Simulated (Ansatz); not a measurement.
# C2H6AlCl (SMILES [CH3][Al]([CH3])[Cl]): levels of theory compared

Aim: a comparison of 6 runs (HF/STO-3G, B2PLYP/cc-pVDZ, CAM-B3LYP/cc-pVDZ, revPBE/cc-pVDZ, RPA@PBE0/cc-pVDZ, MP2/cc-pVDZ) of C2H6AlCl. 

The results are computed with Ansatz 0.2.0.

56 further runs of the same task are left out: 56 set aside as unsound or not needed.

**1. Starting point**

C2H6AlCl has 10 atoms, charge 0, and is taken as a singlet. SMILES: `[CH3][Al]([CH3])[Cl]`. The Al2–Cl4 distance was set to 2.748 Å, away from the relaxed value.

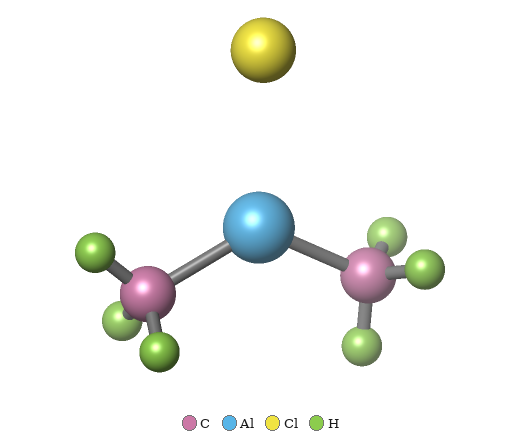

Viewed from a chosen angle; carbon pink, aluminium blue, chlorine yellow, hydrogen green.

**2. The energy at HF/STO-3G (run 1)**

in.yaml

```yaml
crystal:
  periodic: [false, false, false]
  atoms:
    - {symbol: C, position_ang: [-0.259709, 1.835664, -0.661311]}
    - {symbol: Al, position_ang: [0.005691, 0.030864, 0.005489]}
    - {symbol: C, position_ang: [1.000191, -0.454736, 1.601389]}
    - {symbol: Cl, position_ang: [-1.112300, -2.038200, -1.415400]}
    - {symbol: H, position_ang: [-0.863409, 1.861264, -1.570411]}
    - {symbol: H, position_ang: [-0.752209, 2.458864, 0.092489]}
    - {symbol: H, position_ang: [0.701791, 2.313064, -0.878111]}
    - {symbol: H, position_ang: [0.360391, -0.993736, 2.307189]}
    - {symbol: H, position_ang: [1.416691, 0.414164, 2.116689]}
    - {symbol: H, position_ang: [1.824891, -1.130036, 1.353089]}
basis:
  gaussian: {orbitals: STO-3G}
accuracy: high
hamiltonian: {xc: hf}
magnetization: {spin_polarized: false}
output: {orbitals: {seedname: orbitals}}
```

Command:

```bash
$ ansatz run in.yaml --threads 1 --pin off --max-ram 3480MiB --events-out events.jsonl --progress --plain --runs-dir runs
```

What it wrote:

```text
Warning: RAYON_NUM_THREADS=1 ignored (pool sized by the plan → 1); use --threads N
Functional definition: HF
  name "HF"
  exchange = exact_x
  correlation = 0
660 factors; integrals over basis functions are off by at most 1.9e-8 eV
mean field evaluation 1: about -21003.7510 eV, gradient 1.7e1 eV
mean field evaluation 2: about -21003.8306 eV, gradient 1.7e1 eV
mean field evaluation 4: about -21005.8570 eV, gradient 9.6e-1 eV
mean field evaluation 8: about -21005.8589 eV, gradient 5.1e-5 eV
mean field -21005.85892295 eV, -771.9510771360 hartree, gradient 2.0e-8 eV, S^2 0.000000; 0 other end points of the search recorded, 0 dependent functions left out
reference -21005.85892295 eV, -771.9510771360 hartree; 24, 24 occupied and 10, 10 virtual orbitals, 660 factors
Total energy: -21005.85892295 eV, -771.9510771360 hartree
```

It took 0.35 s on 1 thread of Arm Neoverse V1, shared host.

**3. A single-point energy at B2PLYP/cc-pVDZ (run 2)**

input.yaml

```yaml
crystal:
  periodic: [false, false, false]
  atoms:
    - {symbol: C, position_ang: [-0.259709, 1.835664, -0.661311]}
    - {symbol: Al, position_ang: [0.005691, 0.030864, 0.005489]}
    - {symbol: C, position_ang: [1.000191, -0.454736, 1.601389]}
    - {symbol: Cl, position_ang: [-1.112300, -2.038200, -1.415400]}
    - {symbol: H, position_ang: [-0.863409, 1.861264, -1.570411]}
    - {symbol: H, position_ang: [-0.752209, 2.458864, 0.092489]}
    - {symbol: H, position_ang: [0.701791, 2.313064, -0.878111]}
    - {symbol: H, position_ang: [0.360391, -0.993736, 2.307189]}
    - {symbol: H, position_ang: [1.416691, 0.414164, 2.116689]}
    - {symbol: H, position_ang: [1.824891, -1.130036, 1.353089]}
basis:
  gaussian: {orbitals: cc-pVDZ}
hamiltonian: {xc: {name: B2PLYP}}
correlation: {frozen_orbitals: {Al: 5, C: 1, Cl: 5, H: 0}}
accuracy: high
output: {orbitals: {seedname: orbitals}}
```

Command:

```bash
$ ansatz run input.yaml --threads 1 --pin off --max-ram 3480MiB --events-out events.jsonl --progress --plain --runs-dir runs
```

What it wrote, cut to the lines that bear on the results:

```text
Warning: RAYON_NUM_THREADS=1 ignored (pool sized by the plan → 1); use --threads N
Functional definition: B2PLYP
  name "B2PLYP"
[...]
2203 factors; integrals over basis functions are off by at most 8.2e-9 eV
[...]
mean field -21278.36245114 eV, -781.9653970874 hartree, gradient 5.5e-8 eV, S^2 0.000000; 0 other end points of the search recorded, 0 dependent functions left out
12 core orbitals not correlated: weight in the atoms' cores, before any rotation towards them, 1.000 or more for the frozen orbitals, at most 0.000 for the correlated occupied ones
reference -21278.36247995 eV, -781.9653981462 hartree; 12, 12 occupied and 70, 70 virtual orbitals, 2203 factors
second order -16.29970693 eV of doubles, -0.00000000 eV of singles
Total energy: -21282.76340082 eV, -782.1271290051 hartree
```

It took 17 s on 1 thread of Arm Neoverse V1, shared host; peak memory 0.34 GiB.

**4. A single-point energy at CAM-B3LYP/cc-pVDZ (run 3)**

job.yaml

```yaml
crystal:
  periodic: [false, false, false]
  atoms:
    - {symbol: C, position_ang: [-0.259709, 1.835664, -0.661311]}
    - {symbol: Al, position_ang: [0.005691, 0.030864, 0.005489]}
    - {symbol: C, position_ang: [1.000191, -0.454736, 1.601389]}
    - {symbol: Cl, position_ang: [-1.112300, -2.038200, -1.415400]}
    - {symbol: H, position_ang: [-0.863409, 1.861264, -1.570411]}
    - {symbol: H, position_ang: [-0.752209, 2.458864, 0.092489]}
    - {symbol: H, position_ang: [0.701791, 2.313064, -0.878111]}
    - {symbol: H, position_ang: [0.360391, -0.993736, 2.307189]}
    - {symbol: H, position_ang: [1.416691, 0.414164, 2.116689]}
    - {symbol: H, position_ang: [1.824891, -1.130036, 1.353089]}
basis:
  gaussian:
    orbitals: cc-pVDZ
accuracy: high
hamiltonian:
  xc: {name: CAM-B3LYP}
output: {orbitals: {seedname: orbitals}}
```

Command:

```bash
$ ansatz run job.yaml --threads 1 --pin off --max-ram 3480MiB --events-out events.jsonl --progress --plain --runs-dir runs
```

What it wrote:

```text
Warning: RAYON_NUM_THREADS=1 ignored (pool sized by the plan → 1); use --threads N
Functional definition: CAM-B3LYP
  name "CAM-B3LYP"
  parameter alpha = 0.19
  parameter beta = 0.46
  parameter omega = 0.33/bohr
  parameter ac = 0.81
  exchange = (1 - alpha - beta)*b88_x + beta*b88_x_sr(omega) + alpha*exact_x + beta*exact_x_lr(omega)
  correlation = (1 - ac)*vwn5_c + ac*lyp_c
2203 factors; integrals over basis functions are off by at most 8.2e-9 eV
504 factors; integrals over basis functions are off by at most 2.3e-9 eV
mean field evaluation 1: about -21284.9083 eV, gradient 5.2e1 eV
mean field evaluation 2: about -21286.4143 eV, gradient 4.5e1 eV
mean field evaluation 4: about -21291.5597 eV, gradient 3.8e-1 eV
mean field evaluation 8: about -21291.6674 eV, gradient 6.0e-3 eV
mean field evaluation 16: about -21291.6674 eV, gradient 1.4e-5 eV
mean field -21291.66742035 eV, -782.4543456873 hartree, gradient 3.7e-8 eV, S^2 0.000000; 0 other end points of the search recorded, 0 dependent functions left out
reference -21291.66744256 eV, -782.4543465037 hartree; 24, 24 occupied and 70, 70 virtual orbitals, 2203 factors
Total energy: -21291.66744256 eV, -782.4543465037 hartree
```

It took 13 s on 1 thread of Arm Neoverse V1, shared host; peak memory 0.39 GiB.

Runs 4 to 5 aren't shown in full; the table further down has their settings and results.

**5. A single-point energy at MP2/cc-pVDZ (run 6)**

molecule.yaml

```yaml
crystal:
  periodic: [false, false, false]
  atoms:
    - {symbol: C, position_ang: [-0.259709, 1.835664, -0.661311]}
    - {symbol: Al, position_ang: [0.005691, 0.030864, 0.005489]}
    - {symbol: C, position_ang: [1.000191, -0.454736, 1.601389]}
    - {symbol: Cl, position_ang: [-1.112300, -2.038200, -1.415400]}
    - {symbol: H, position_ang: [-0.863409, 1.861264, -1.570411]}
    - {symbol: H, position_ang: [-0.752209, 2.458864, 0.092489]}
    - {symbol: H, position_ang: [0.701791, 2.313064, -0.878111]}
    - {symbol: H, position_ang: [0.360391, -0.993736, 2.307189]}
    - {symbol: H, position_ang: [1.416691, 0.414164, 2.116689]}
    - {symbol: H, position_ang: [1.824891, -1.130036, 1.353089]}
basis:
  gaussian: {orbitals: cc-pVDZ}
correlation: {method: mp2, frozen_orbitals: {Al: 5, C: 1, Cl: 5, H: 0}}
accuracy: high
```

Command:

```bash
$ ansatz run molecule.yaml --threads 1 --pin off --max-ram 3480MiB --events-out events.jsonl --progress --plain --runs-dir runs
```

What it wrote:

```text
Warning: RAYON_NUM_THREADS=1 ignored (pool sized by the plan → 1); use --threads N
[... 4 set-up lines as earlier in the session ...]
2203 factors; integrals over basis functions are off by at most 8.2e-9 eV
mean field evaluation 1: about -21240.9614 eV, gradient 3.0e1 eV
mean field evaluation 2: about -21241.0105 eV, gradient 3.1e1 eV
mean field evaluation 4: about -21243.7825 eV, gradient 2.3e0 eV
mean field evaluation 8: about -21243.8141 eV, gradient 1.1e-1 eV
mean field -21243.81417345 eV, -780.6957712999 hartree, gradient 7.5e-8 eV, S^2 0.000000; 0 other end points of the search recorded, 0 dependent functions left out
12 core orbitals not correlated: weight in the atoms' cores, before any rotation towards them, 1.000 or more for the frozen orbitals, at most 0.000 for the correlated occupied ones
reference -21243.81417345 eV, -780.6957712999 hartree; 12, 12 occupied and 70, 70 virtual orbitals, 2203 factors
second order -13.27540408 eV of doubles, -0.00000000 eV of singles
Total energy: -21257.08957753 eV, -781.1836334016 hartree
```

Run time: 5.1 s. Hardware: 1 thread of Arm Neoverse V1, shared host; peak memory 0.28 GiB.

**6. Overview of the runs**

```csv
run,level,frozen core orbitals,energy (Eh),HOMO energy (eV),LUMO energy (eV),HOMO–LUMO gap (eV),wall time
1,HF/STO-3G,–,-771.951077,-7.36,5.45,12.81,0.35 s
2,B2PLYP/cc-pVDZ,12,-782.127129,-8.49,-0.37,8.12,17 s
3,CAM-B3LYP/cc-pVDZ,–,-782.454347,-8.65,-0.44,8.21,13 s
4,revPBE/cc-pVDZ,–,-782.332945,-5.91,-2.04,3.87,9.9 s
5,RPA@PBE0/cc-pVDZ,12,-781.429668,–,–,–,18 s
6,MP2/cc-pVDZ,12,-781.183633,–,–,–,5.1 s
```

**7. Outcome**

| quantity | value |
| --- | --- |
| run 6: total energy | -781.18363 Eh |
| run 6: correlation energy (12 core orbitals frozen) | -487.9 mEh |

In words: Over runs 1, 2, 3, 4 the HOMO–LUMO gap runs from 3.87 eV (revPBE/cc-pVDZ) to 12.81 eV (HF/STO-3G). The two ends differ in method and basis. Totals of different functionals can't be ranked against each other. In run 1 the basis is minimal, so the values are rough. All runs together took 63 s, the longest 18 s.
